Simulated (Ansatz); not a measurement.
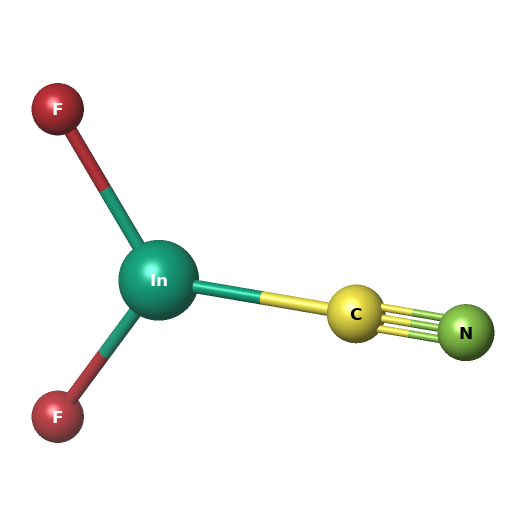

Rendered structure (ball-and-stick style). Double and triple bonds are drawn as two and three sticks.

Describe the molecule.

It has 5 atoms: 1 carbon, 2 fluorine, 1 indium and 1 nitrogen (CF2InN). Its SMILES string is `N#[C][In]([F])[F]`. Among its groups: nitrile. The point group is C2v. All atoms lie on one plane. Coordination: 1 C linear; 1 In trigonal planar.

The parts below concern this one geometry. Atoms keep their numbers from picture to picture. The computed structure is the end point of a PBE0-D4/def2-TZVP optimisation.

## Dipole moment

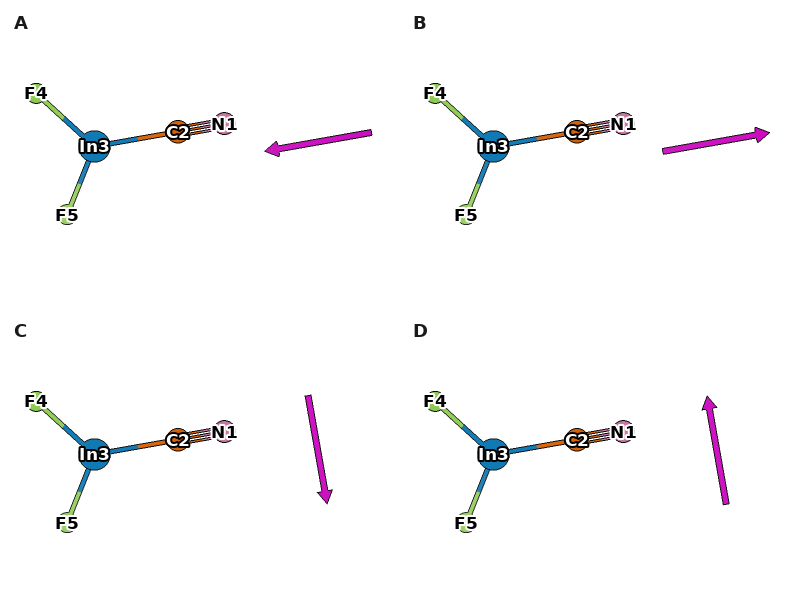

The same molecule four times, each with an arrow. Method: RKS PBE0-D4/def2-TZVP, core potentials on In (Ansatz 0.2.0).

> Which arrow points along the dipole moment, from the negative to the positive end?

A. The dipole moment is 0.43 D; it points from the side of N1 to the side of F4, F5 (the outermost atoms at the two ends).

## Charges

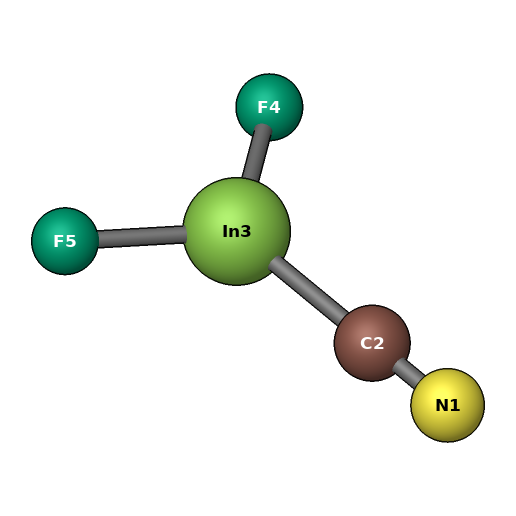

The questions are on Mulliken charges. Level of theory: RKS ωB97M-V/def2-TZVPP, core potentials on In (Ansatz 0.2.0).

> Which atom carries the highest charge (most positive or least negative)?

In3 (1.15 e).

> And the lowest?

F4, F5 (−0.44 e).

Give the Mulliken charges atom by atom.

```tsv
atom	value (e)
N1	0.01
C2	−0.28
In3	1.15
F4	−0.44
F5	−0.44
```

## Vibrations

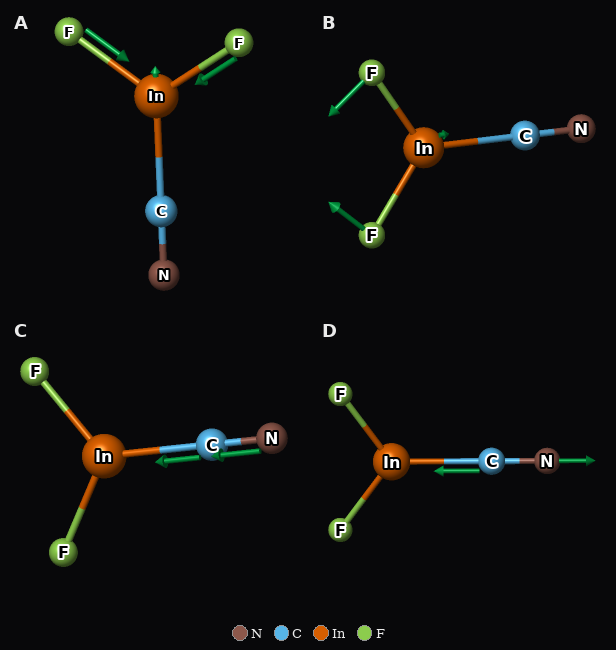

4 normal modes of one molecule or complex, as arrows. Harmonic vibrations computed with RKS PBE0-D4/def2-TZVP, core potentials on In (Ansatz 0.2.0) at a stationary point of the same level.

> Match the panels to the wavenumbers 138 cm⁻¹, 431 cm⁻¹, 627 cm⁻¹, 2326 cm⁻¹.

A: 627 cm⁻¹, in-phase stretching of 2 In–F bonds
B: 138 cm⁻¹, F–In–F bending
C: 431 cm⁻¹, C–In stretching
D: 2326 cm⁻¹, C–N stretching

Mulliken values depend strongly on the basis set and can even reverse the polarity of a bond.
